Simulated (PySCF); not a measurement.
Run report: AlH₃S₂, property calculation

System: AlH₃S₂.
Method: B97-2/DZVP2, RKS (PySCF 2.14.0).

The geometry was optimised with revPBE/Sapporo-DZP.

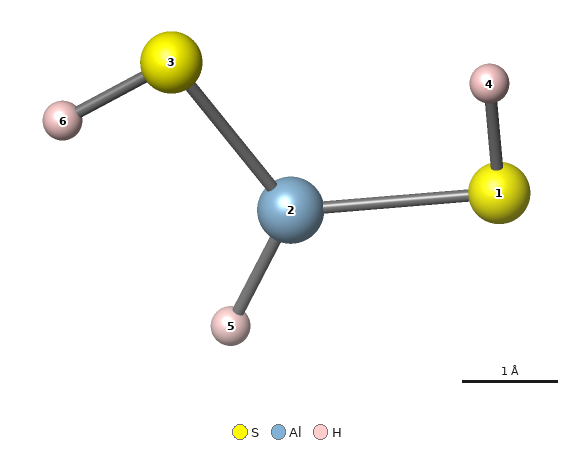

Figure 1. The input geometry (ball-and-stick view, seen at a tilt; atoms are numbered from 1 in the order of the input). Sticks mark near contacts.

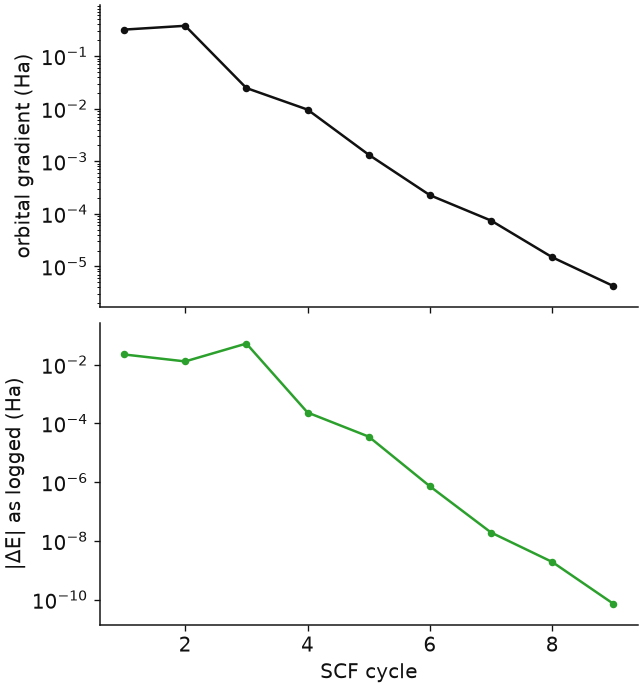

Figure 2. Convergence of the self-consistent field: orbital gradient and size of the energy change against the SCF cycle. The residual falls almost steadily, with no more than small rises.

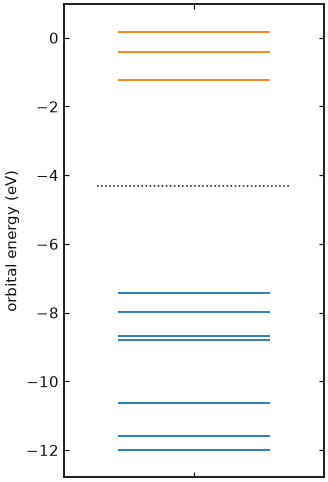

Figure 3. Orbital energies near the frontier; the dotted line parts filled from empty levels, and levels within 0.02 eV of each other stand side by side. Highest filled −7.43 eV, lowest empty −1.23 eV, 6.20 eV apart.

The input that produced these results follows, with the program's output.

### The input (calc.py)
```python
import numpy
from pyscf import gto, scf, dft, lo

molecule = gto.Mole()
molecule.atom = 'geometry.xyz'
molecule.spin = 0
molecule.verbose = 4
molecule.basis = 'dzvp2'
molecule.max_memory = 1860
molecule.build()

calc0 = dft.RKS(molecule, xc='b97-2')
calc0 = calc0.density_fit(auxbasis='def2-universal-jkfit')
calc0.kernel()

e_tot = calc0.e_tot
print(f'total energy: {e_tot:.8f} hartree')
calc0.analyze()
quad = calc0.quad_moment()
occ = calc0.mo_coeff[:, calc0.mo_occ > 0]
iaos = lo.vec_lowdin(lo.iao.iao(molecule, occ), calc0.get_ovlp())
c = iaos.T @ calc0.get_ovlp() @ occ
pop_iao, q_iao = scf.hf.mulliken_pop(lo.iao.reference_mol(molecule), (c * calc0.mo_occ[calc0.mo_occ > 0]) @ c.T, numpy.eye(c.shape[0]), verbose=0)
print('IAO charges', numpy.round(q_iao, 4))
```

### File geometry.xyz
```
6

S     -1.490371    -0.621510    -1.523220
Al     0.247004     0.217682    -0.443811
S      0.382776    -0.134893     1.738302
H     -2.008596    -1.165029    -0.378660
H      1.351626     1.045679    -1.233153
H      1.558004     0.563126     1.813065
```

Launch command:
```bash
OMP_NUM_THREADS=1 python calc.py
```

### What the program printed
```
PySCF version 2.14.0

[INPUT] num. atoms = 6
[INPUT] num. electrons = 48
[INPUT] charge = 0
[INPUT] spin (= nelec alpha-beta = 2S) = 0
[INPUT] symmetry False subgroup None
[INPUT] Mole.unit = angstrom
[INPUT] Symbol           X                Y                Z      unit          X                Y                Z       unit  Magmom
[INPUT]  1 S     -1.490371000000  -0.621510000000  -1.523220000000 AA   -2.816393013994  -1.174483683678  -2.878468627460 Bohr   0.0
[INPUT]  2 Al     0.247004000000   0.217682000000  -0.443811000000 AA    0.466769911672   0.411359362248  -0.838681241069 Bohr   0.0
[INPUT]  3 S      0.382776000000  -0.134893000000   1.738302000000 AA    0.723341807057  -0.254910826121   3.284914701784 Bohr   0.0
[INPUT]  4 H     -2.008596000000  -1.165029000000  -0.378660000000 AA   -3.795696334897  -2.201585737176  -0.715563694328 Bohr   0.0
[INPUT]  5 H      1.351626000000   1.045679000000  -1.233153000000 AA    2.554202962841   1.976046924209  -2.330321439686 Bohr   0.0
[INPUT]  6 H      1.558004000000   0.563126000000   1.813065000000 AA    2.944200860977   1.064153913622   3.426196296035 Bohr   0.0

nuclear repulsion = 166.962577935423
number of shells = 33
number of NR pGTOs = 159
number of NR cGTOs = 69
basis = dzvp2
ecp = {}

******** <class 'pyscf.df.df_jk.DFRKS'> ********
method = DFRKS
initial guess = minao
damping factor = 0
level_shift factor = 0
DIIS = <class 'pyscf.scf.diis.CDIIS'>
diis_start_cycle = 1
diis_space = 8
diis_damp = 0
SCF conv_tol = 1e-09
SCF conv_tol_grad = None
SCF max_cycles = 50
direct_scf = False
XC library pyscf.dft.libxc version 7.0.0
    S. Lehtola, C. Steigemann, M. J.T. Oliveira, and M. A.L. Marques.,  SoftwareX 7, 1–5 (2018)
XC functionals = b97-2
radial grids:
    Treutler-Ahlrichs [JCP 102, 346 (1995); DOI:10.1063/1.469408] (M4) radial grids

becke partition: Becke, JCP 88, 2547 (1988); DOI:10.1063/1.454033
pruning grids: <function nwchem_prune>
grids dens level: 3
symmetrized grids: False
atomic radii adjust function: <function treutler_atomic_radii_adjust>
small_rho_cutoff = 0
Set gradient conv threshold to 3.16228e-05
Initial guess from minao.
tot grids = 86368
******** <class 'pyscf.df.df.DF'> ********
auxbasis = def2-universal-jkfit
init E= -1040.65893316707
  HOMO = -0.305791857139183  LUMO = -0.0611951082075493  gap/eV = 6.65582
cycle= 1 E= -1040.68102953378  delta_E= -0.0221  |g|= 0.319  |ddm|= 2.38
  HOMO = -0.231044927708783  LUMO = -0.0507427387124122  gap/eV = 4.90627
cycle= 2 E= -1040.66825744452  delta_E= 0.0128  |g|= 0.377  |ddm|= 1.07
  HOMO = -0.272953866545016  LUMO = -0.0425917253013233  gap/eV = 6.26847
cycle= 3 E= -1040.72016404002  delta_E= -0.0519  |g|= 0.0247  |ddm|= 0.589
  HOMO = -0.273218431864874  LUMO = -0.0462707125204984  gap/eV = 6.17556
cycle= 4 E= -1040.72039684772  delta_E= -0.000233  |g|= 0.0096  |ddm|= 0.0561
  HOMO = -0.272810610858701  LUMO = -0.0450727970737637  gap/eV = 6.19706
cycle= 5 E= -1040.72043208553  delta_E= -3.52e-05  |g|= 0.00133  |ddm|= 0.0159
  HOMO = -0.273023803324605  LUMO = -0.045091337570196  gap/eV = 6.20236
cycle= 6 E= -1040.72043280243  delta_E= -7.17e-07  |g|= 0.000226  |ddm|= 0.00238
  HOMO = -0.2729926265806  LUMO = -0.0450719552842922  gap/eV = 6.20204
cycle= 7 E= -1040.72043282157  delta_E= -1.91e-08  |g|= 7.43e-05  |ddm|= 0.000407
  HOMO = -0.272997018522417  LUMO = -0.0450776194022904  gap/eV = 6.20200
cycle= 8 E= -1040.72043282346  delta_E= -1.9e-09  |g|= 1.49e-05  |ddm|= 0.000113
  HOMO = -0.272997153701883  LUMO = -0.0450783633324652  gap/eV = 6.20199
cycle= 9 E= -1040.72043282354  delta_E= -7.14e-11  |g|= 4.22e-06  |ddm|= 2.54e-05
  HOMO = -0.272996814553303  LUMO = -0.0450783110867374  gap/eV = 6.20198
Extra cycle  E= -1040.72043282353  delta_E= 6.82e-13  |g|= 4.98e-06  |ddm|= 1.39e-05
converged SCF energy = -1040.72043282353
total energy: -1040.72043282 hartree
**** SCF Summaries ****
Total Energy =                       -1040.720432823534338
Nuclear Repulsion Energy =             166.962577935422729
One-electron Energy =                -1771.804625333671993
Two-electron Energy =                  564.121614574714840
Two-electron Coulomb Energy =          635.216502952677388
DFT Exchange-Correlation Energy =      -71.094888377962604
HOMO-LUMO gap [eV] =                     6.201978378929437
**** MO energy ****
MO #1   energy= -88.9073580222957  occ= 2
MO #2   energy= -88.9047037423907  occ= 2
MO #3   energy= -56.1151185623276  occ= 2
MO #4   energy= -7.98497812222527  occ= 2
MO #5   energy= -7.98230983308705  occ= 2
MO #6   energy= -5.94490620436962  occ= 2
MO #7   energy= -5.94219188166898  occ= 2
MO #8   energy= -5.94086062157366  occ= 2
MO #9   energy= -5.93823391386455  occ= 2
MO #10  energy= -5.93741948874054  occ= 2
MO #11  energy= -5.93475784306914  occ= 2
MO #12  energy= -4.21481284528438  occ= 2
MO #13  energy= -2.76333357482125  occ= 2
MO #14  energy= -2.75882944491872  occ= 2
MO #15  energy= -2.75702246425297  occ= 2
MO #16  energy= -0.739798351243395 occ= 2
MO #17  energy= -0.727881043640554 occ= 2
MO #18  energy= -0.440893294769702 occ= 2
MO #19  energy= -0.426044523593475 occ= 2
MO #20  energy= -0.390292215765774 occ= 2
MO #21  energy= -0.323332932968887 occ= 2
MO #22  energy= -0.318632305356152 occ= 2
MO #23  energy= -0.293002090541536 occ= 2
MO #24  energy= -0.272996814553303 occ= 2
MO #25  energy= -0.0450783110867374 occ= 0
MO #26  energy= -0.0149012959127015 occ= 0
MO #27  energy= 0.0062923102765744 occ= 0
MO #28  energy= 0.0112401535426594 occ= 0
MO #29  energy= 0.0554690062367422 occ= 0
MO #30  energy= 0.0785798774952173 occ= 0
MO #31  energy= 0.116696400065845  occ= 0
MO #32  energy= 0.144832157493025  occ= 0
MO #33  energy= 0.165793669143563  occ= 0
MO #34  energy= 0.179773123984211  occ= 0
MO #35  energy= 0.250651369712885  occ= 0
MO #36  energy= 0.257589136896236  occ= 0
MO #37  energy= 0.312993384871732  occ= 0
MO #38  energy= 0.331444145571343  occ= 0
MO #39  energy= 0.340317740622457  occ= 0
MO #40  energy= 0.347452626496649  occ= 0
MO #41  energy= 0.383647722881442  occ= 0
MO #42  energy= 0.404642054584649  occ= 0
MO #43  energy= 0.508022239943638  occ= 0
MO #44  energy= 0.525327414462328  occ= 0
MO #45  energy= 0.56835502107488   occ= 0
MO #46  energy= 0.598805111240586  occ= 0
MO #47  energy= 0.653197766974582  occ= 0
MO #48  energy= 0.697052411778523  occ= 0
MO #49  energy= 0.700144314803353  occ= 0
MO #50  energy= 0.70081059686737   occ= 0
MO #51  energy= 0.727584892189018  occ= 0
MO #52  energy= 0.764599809490995  occ= 0
MO #53  energy= 0.810817594969972  occ= 0
MO #54  energy= 0.845634612619517  occ= 0
MO #55  energy= 0.880348771193816  occ= 0
MO #56  energy= 0.997048050642091  occ= 0
MO #57  energy= 1.07505382297038   occ= 0
MO #58  energy= 1.08265692610197   occ= 0
MO #59  energy= 1.13108502971771   occ= 0
MO #60  energy= 1.16341291239639   occ= 0
MO #61  energy= 1.43394455518598   occ= 0
MO #62  energy= 1.43596279490032   occ= 0
MO #63  energy= 1.43887152385077   occ= 0
MO #64  energy= 1.44390598387144   occ= 0
MO #65  energy= 1.46115316505617   occ= 0
MO #66  energy= 1.49427494489657   occ= 0
MO #67  energy= 1.94858034003467   occ= 0
MO #68  energy= 2.12135006976505   occ= 0
MO #69  energy= 2.13214781003904   occ= 0
 ** Mulliken pop on meta-lowdin orthogonal AOs  **
 ** Mulliken pop  **
pop of  0 S 1s            2.00000
pop of  0 S 2s            1.99989
pop of  0 S 3s            1.71075
pop of  0 S 4s            0.00211
pop of  0 S 2px           1.99996
pop of  0 S 2py           1.99997
pop of  0 S 2pz           1.99995
pop of  0 S 3px           1.50081
pop of  0 S 3py           1.65918
pop of  0 S 3pz           1.40784
pop of  0 S 4px           0.00619
pop of  0 S 4py           0.00438
pop of  0 S 4pz           0.00487
pop of  0 S 3dxy          0.00158
pop of  0 S 3dyz          0.00428
pop of  0 S 3dz^2         0.00492
pop of  0 S 3dxz          0.00536
pop of  0 S 3dx2-y2       0.00111
pop of  1 Al 1s           1.99999
pop of  1 Al 2s           1.99960
pop of  1 Al 3s           0.91022
pop of  1 Al 4s           0.00993
pop of  1 Al 2px          1.99996
pop of  1 Al 2py          1.99996
pop of  1 Al 2pz          1.99997
pop of  1 Al 3px          0.53559
pop of  1 Al 3py          0.41463
pop of  1 Al 3pz          0.52769
pop of  1 Al 4px          0.01073
pop of  1 Al 4py          0.00518
pop of  1 Al 4pz          0.01652
pop of  1 Al 3dxy         0.00536
pop of  1 Al 3dyz         0.00883
pop of  1 Al 3dz^2        0.00910
pop of  1 Al 3dxz         0.00941
pop of  1 Al 3dx2-y2      0.00502
pop of  2 S 1s            2.00000
pop of  2 S 2s            1.99989
pop of  2 S 3s            1.71559
pop of  2 S 4s            0.00234
pop of  2 S 2px           1.99995
pop of  2 S 2py           1.99997
pop of  2 S 2pz           1.99997
pop of  2 S 3px           1.35400
pop of  2 S 3py           1.67999
pop of  2 S 3pz           1.53948
pop of  2 S 4px           0.00839
pop of  2 S 4py           0.00325
pop of  2 S 4pz           0.00340
pop of  2 S 3dxy          0.00531
pop of  2 S 3dyz          0.00191
pop of  2 S 3dz^2         0.00718
pop of  2 S 3dxz          0.00105
pop of  2 S 3dx2-y2       0.00187
pop of  3 H 1s            0.87867
pop of  3 H 2s            0.00607
pop of  3 H 2px           0.00137
pop of  3 H 2py           0.00155
pop of  3 H 2pz           0.00288
pop of  4 H 1s            1.11372
pop of  4 H 2s            0.00081
pop of  4 H 2px           0.00157
pop of  4 H 2py           0.00089
pop of  4 H 2pz           0.00087
pop of  5 H 1s            0.87545
pop of  5 H 2s            0.00593
pop of  5 H 2px           0.00335
pop of  5 H 2py           0.00183
pop of  5 H 2pz           0.00066
 ** Mulliken atomic charges  **
charge of    0S =     -0.31316
charge of    1Al =      0.53229
charge of    2S =     -0.32352
charge of    3H =      0.10946
charge of    4H =     -0.11785
charge of    5H =      0.11278
Dipole moment(X, Y, Z, Debye):  1.07136,  0.57490,  0.37253
Traceless quadrupole moment (Debye*A):

IAO charges [-0.3509  0.6696 -0.3616  0.1099 -0.1806  0.1136]
```

### Summary

| quantity | value |
| --- | --- |
| outcome | converged |
| total energy | −1040.720433 hartree |
| basis functions | 69 |
| HOMO | −7.43 eV |
| LUMO | −1.23 eV |
| dipole moment | 1.27 D |
| hardware | 1 thread of Intel Xeon @ 2.50GHz (Skylake/Cascade Lake), 189 GiB of memory available, shared host |
| wall time | 9.6 s |
| peak memory | 0.31 GiB |
